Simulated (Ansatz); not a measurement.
A computed series for Os: response to strain

The reference is Os in the hcp (Mg type) structure (space group P6_3/mmc, No. 194; a = 2.738 Å, c = 4.318 Å; relaxed with 0.1 eV smearing). Axes: x lies along a and z along c of the hexagonal cell.

Strains are applied to the cell and any free atomic positions relax; under biaxial strain the out-of-plane vector relaxes too.

Calculations: Ansatz (a program for electronic structure) r2SCAN, no SOC.

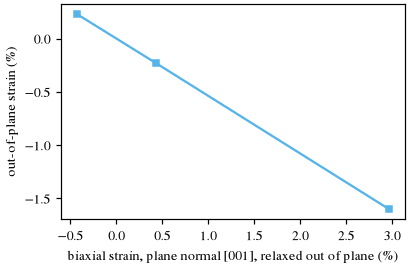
*Out-of-plane strain against biaxial strain, plane normal [001], relaxed out of plane*

| biaxial strain, plane normal [001], relaxed out of plane (%) | out-of-plane strain |
|---|---|
| -0.43 | +0.23 % |
| 0.43 | -0.23 % |
| 2.97 | -1.60 % |

Whether these cells are dynamically stable was not tested. All final runs are without spin polarisation.
